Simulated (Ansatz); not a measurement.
```xyz
7

S    -1.6604   -0.6366   -0.1363
B     0.0542   -0.5092   -0.5531
Sb    0.9394    0.6648   -2.2383
H    -2.1891    0.2594   -1.0024
H     0.7689   -1.2266    0.1036
H     2.0654    1.4479   -1.2123
H    -0.1948    1.9468   -2.1160
```

Core potentials replace the inner electrons of Sb.

All numbers below come from RKS PBE0-D4/def2-SVP in Ansatz.

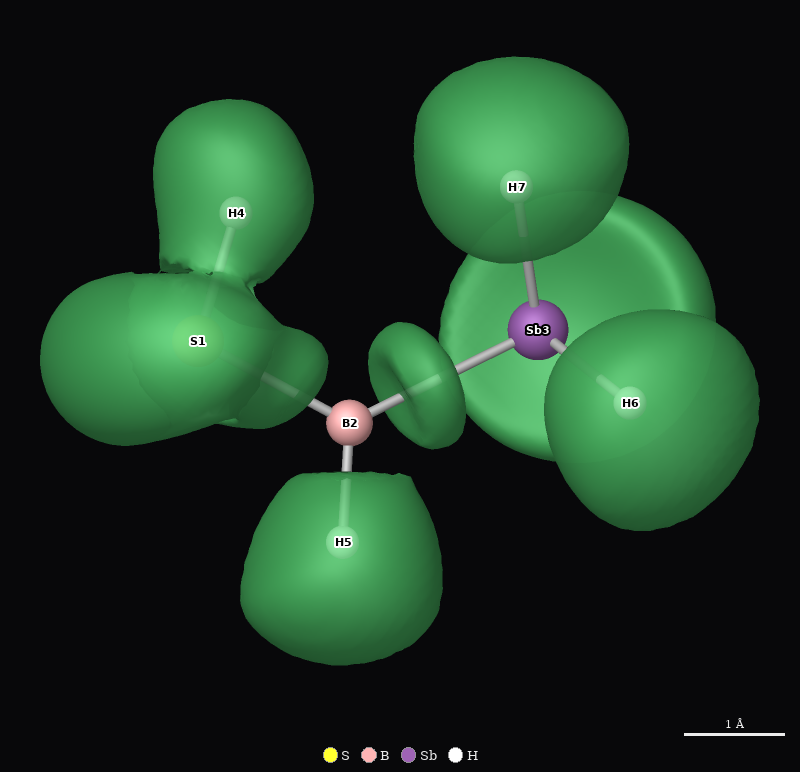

BH$_{4}$SSb (SMILES S[BH][SbH2]). Isosurface of the electron localisation function at 0.75 (green), seen across its widest extent. Only the valence region is drawn (cores and ρ < 0.01 e/Å³ removed).

Question: What do the ELF domains correspond to?

Answer: The ELF exceeds this value in three regions around hydrogen nuclei, one lobe of the valence shell of B pointing towards Sb (polar bonds), one lobe on Sb, pointing away from the bonds (lone pairs) and one joined region spread over several atoms (H, S), in which their bonds and any lone pairs are merged. Along the contacts the grid gives the following. B–S (1.77 Å): the ELF peaks at about 0.95 between the atoms; a covalent bond. B–Sb (2.24 Å): the ELF peaks at about 0.95 in the valence shell of B, 0.8 Å from its nucleus, and drops to about 0.20 between the two atoms.
